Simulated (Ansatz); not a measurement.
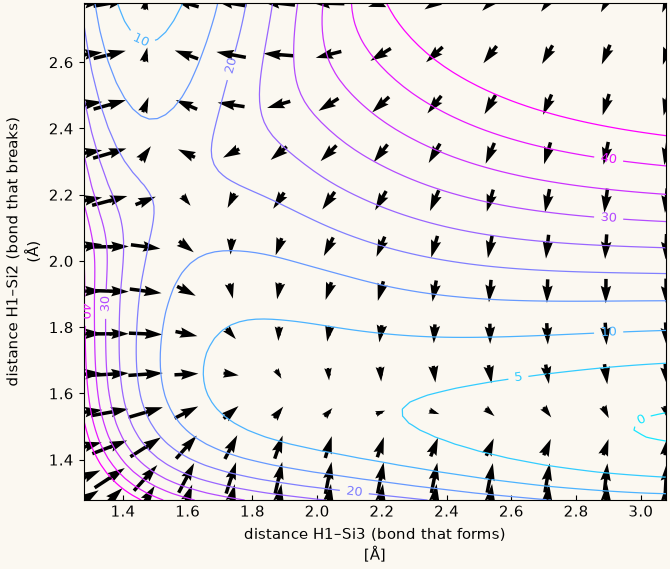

Energy landscape of the reacting system ClH₃Si₂ (one molecule; an intramolecular 1,2-shift). The first coordinate is: distance H1–Si3 (bond that forms); the second: distance H1–Si2 (bond that breaks). Relaxed at each point: all other coordinates. The scan uses a 13 × 13 grid. Points are written as (first, second). All energies are given in kcal/mol relative to the lowest grid point. The reference is spin-restricted, so regions where a bond is pulled apart into radicals lie too high. The calculation used RKS B3LYP-D4/def2-SVP (Ansatz).

The picture shows contour lines labelled in kcal/mol (none above 45), dots at the grid points, arrows along the force (downhill), their lengths compressed. Between grid points the surface is interpolated. 

Summarise what can be read from the map.

The lowest grid point is at (3.078 Å, 1.543 Å). It lies at the edge of the scanned range, so the true minimum may lie outside. The highest grid point, (1.278 Å, 1.278 Å), lies 68.7 kcal/mol above the lowest. On the interpolated surface the lowest path from the side where the first distance is long, about (3.08 Å, 1.49 Å), to the side where the second distance is long, (1.470 Å, 2.778 Å), has its top at about (1.58 Å, 2.23 Å), about 19 kcal/mol above the start and 11 kcal/mol above the end.

Each point was launched as `ansatz run input.yaml --threads 1 --pin off --max-ram 2560MiB --backend cpu --events-out ev --progress --plain --runs-dir out`. Time for the 169 points that were run: 18 min on 1 thread of Arm Neoverse V1, with other jobs on the host.
